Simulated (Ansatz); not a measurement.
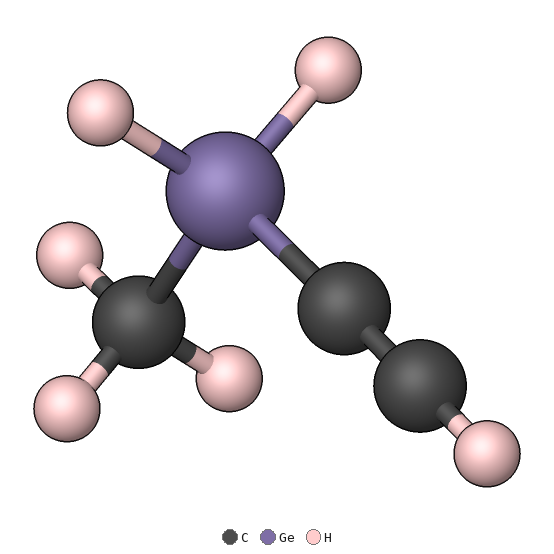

The picture comes from a calculation with Ansatz.

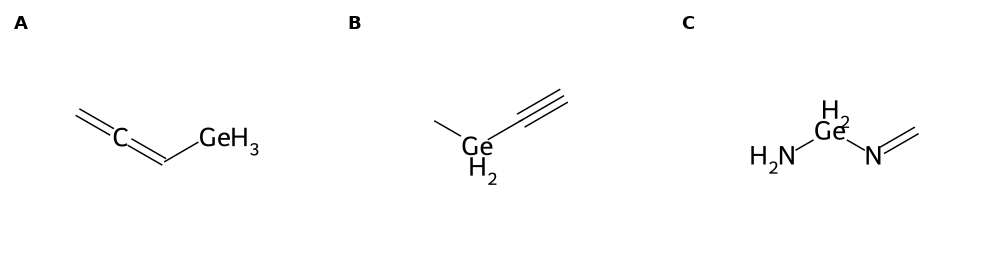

> Which structural formula matches the 3D model?

B, `C#[C][GeH2][CH3]`.
